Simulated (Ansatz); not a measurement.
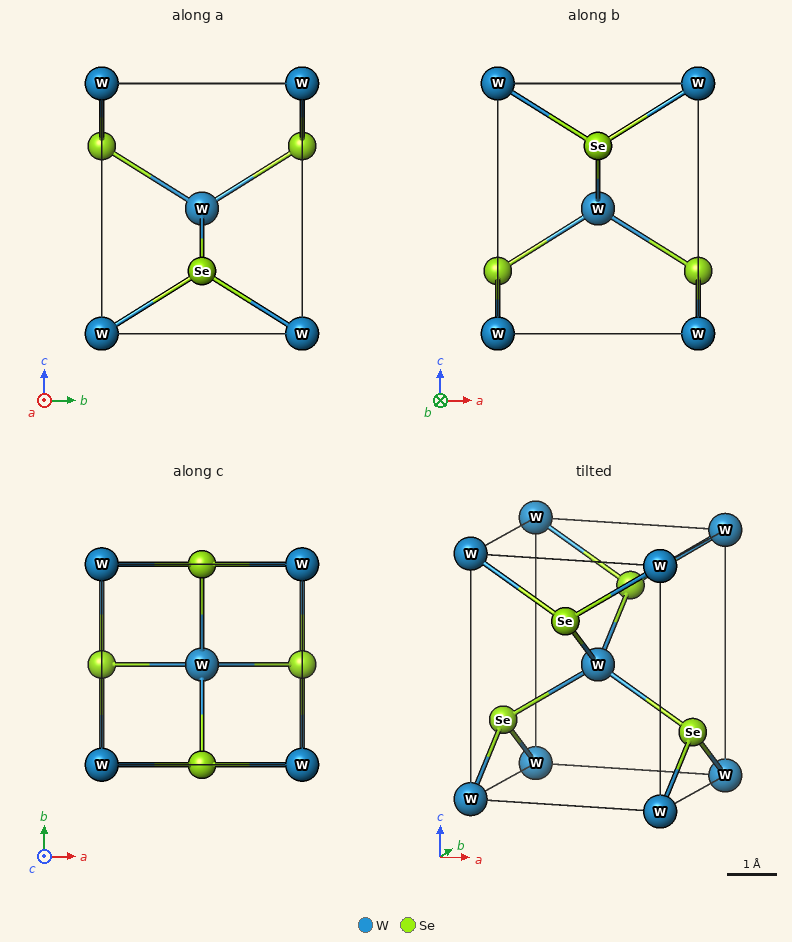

The crystal in a ball-and-stick representation, seen along the a axis, along the b axis, along the c axis and slightly off an axis. The wireframe shows the conventional unit cell.

Lattice parameters: a = 4.161 Å, b = 4.161 Å, c = 5.193 Å, α = 90.00°, β = 90.00°, γ = 90.00°.

Transcribe the picture into a table of Wyckoff sites.

Space group I-4m2 (No. 119).
```tsv
atom	site	x	y	z
W	2a	0.0000	0.0000	0.0000
Se	2c	0.5000	0.0000	0.7500
```

The initial geometry was a structure type filled with these elements by a generator (whether the compound takes this form wasn't checked). Cell shown after relaxation with DFT PBE, scalar-relativistic, plane waves, PAW (Ansatz).
